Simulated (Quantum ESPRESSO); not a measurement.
```
AlN
1.0
    3.12859     0.00000     0.00000
   -1.56429     2.70944     0.00000
    0.00000     0.00000     5.01696
Al N
2 2
Direct
  0.66667   0.33333   0.49929
  0.33333   0.66667   0.99929
  0.66667   0.33333   0.88071
  0.33333   0.66667   0.38071
```
The geometry is a computed Materials Project entry, not a measured one. It is AlN in P6₃mc. Stability against distortions was not tested.

For site Al (atoms 1, 2), the PAW reconstruction of the field gradient on a scalar-relativistic PBE ground state (a modified build of Quantum ESPRESSO, JTH datasets) (25 Ha, k-mesh 8×8×5 through Γ) gives Vzz = 0.047 a.u. and η_Q = 0.00, so |C_Q| = 1.63 MHz for ²⁷Al (|Q| = 0.1466 barn). Cores are frozen. Against all-electron runs on small test molecules, this scheme's |Vzz| missed by −7 % on Al.

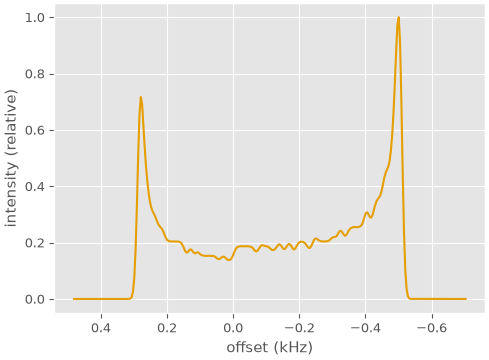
Simulated static powder pattern of the ²⁷Al central transition at 9.4 T (Larmor frequency ν0 = 104.4 MHz, I = 5/2), second-order quadrupolar broadening alone, zero at the isotropic chemical shift

The full linewidth is 0.792 kHz, or 7.59 ppm at this field.
